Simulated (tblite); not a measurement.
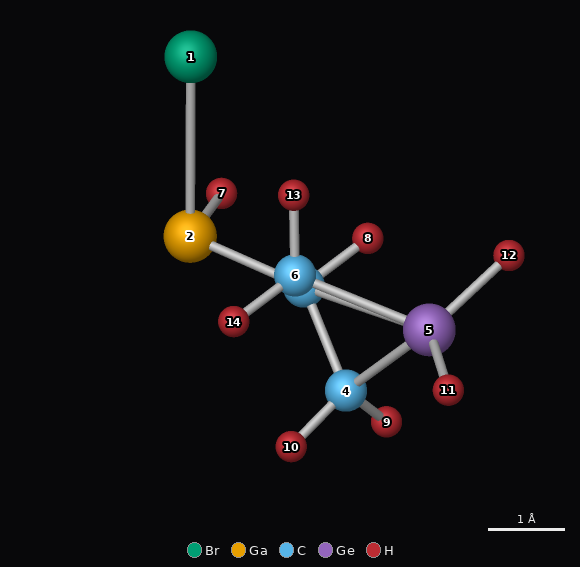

C3H8BrGaGe, before the relaxation. The picture is a ball-and-stick view, seen from a free direction.

Method: GFN2-xTB geometry optimisation, gas phase in tblite.

```xyz
14

Br    2.1686    2.8305   -0.1646
Ga    2.2631    0.2685   -0.5007
C     0.5869   -0.1903    0.0976
C    -0.3427   -1.3850   -0.0657
Ge   -1.7932   -0.2313    0.4408
C    -0.4668    0.5989   -0.6950
H     3.3140    0.1028    0.7601
H     0.5352    0.1341    1.1718
H    -0.0829   -2.2060    0.6706
H    -0.3664   -1.8319   -1.0617
H    -3.1420   -0.4465   -0.2582
H    -1.7932    0.3378    1.8524
H    -0.3855    1.6857   -0.4919
H    -0.4959    0.3322   -1.7774
```

What does the optimiser find from here?

The energy falls by 57.1 kcal/mol in 165 geometry steps. The largest move after the best rigid fit is that of Br1, 3.27 Å. By element the largest moves are Br 3.27 Å, H 1.27 Å, C 0.88 Å, Ge 0.41 Å, Ga 0.39 Å. Some distances before and after: Br1–Ga2 2.586 → 2.294 Å, Ga2–C3 1.838 → 2.059 Å, C4–Ge5 1.921 → 1.996 Å, C3–Ge5 2.405 → 2.473 Å. Bond angles that change, for instance: C3–Ga2–H7 107.9° → 132.6°, Ga2–C3–C4 135.9° → 112.9°, Br1–Ga2–H7 91.3° → 112.8°.

The structure at the end:

```xyz
14

Br    2.4950    0.5021   -2.4397
Ga    2.3177    0.4462   -0.1531
C     0.4185    0.0771    0.5505
C    -0.1706   -1.2412    0.0181
Ge   -1.9697   -0.3801    0.1019
C    -0.6174    1.0863    0.0243
H     3.7076    0.7091    0.5800
H     0.4041    0.0713    1.6463
H     0.0881   -2.1288    0.5965
H     0.1056   -1.4091   -1.0283
H    -3.0299   -0.5793   -0.9654
H    -2.6219   -0.5079    1.4591
H    -0.7046    2.0029    0.6087
H    -0.4232    1.3509   -1.0207
```

The end point in the same view:

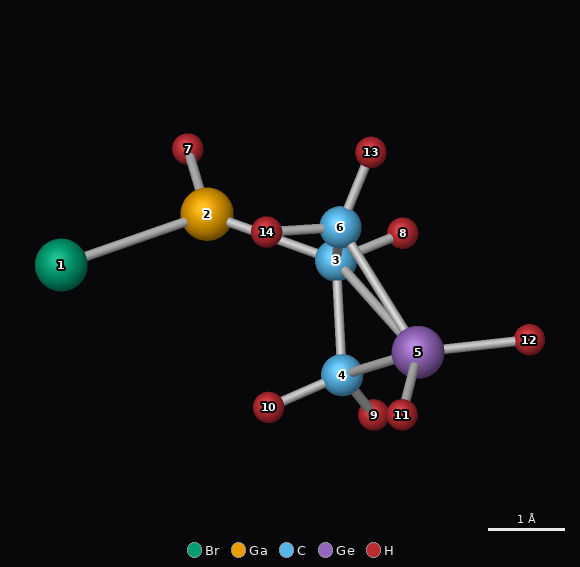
